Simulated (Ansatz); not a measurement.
## SiC: response to strain

Start from SiC (space group P6_3mc, No. 186; a = 3.058 Å, c = 10.012 Å). Axes: x lies along a and z along c of the hexagonal cell.

Strains are applied to the cell and any free atomic positions relax; under biaxial strain the out-of-plane vector relaxes too.

All numbers come from Kohn–Sham DFT with the LDA functional, run in Ansatz (an electronic-structure program) with PAW and 420 eV plane waves, scalar-relativistic without spin-orbit coupling.

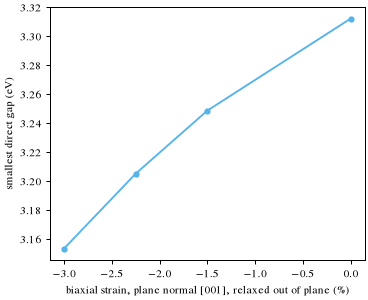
*Smallest direct gap against biaxial strain, plane normal [001], relaxed out of plane*

**Question.** From the plot, what is the smallest direct gap for biaxial strain −2.25 %, plane normal [001], relaxed out of plane?

**Answer.** About 3.21 eV.

**Question.** Is the trend monotonic over the range shown?

**Answer.** Yes, it rises throughout, spanning 3.15 eV to 3.31 eV.

Stability against distortions was not tested.
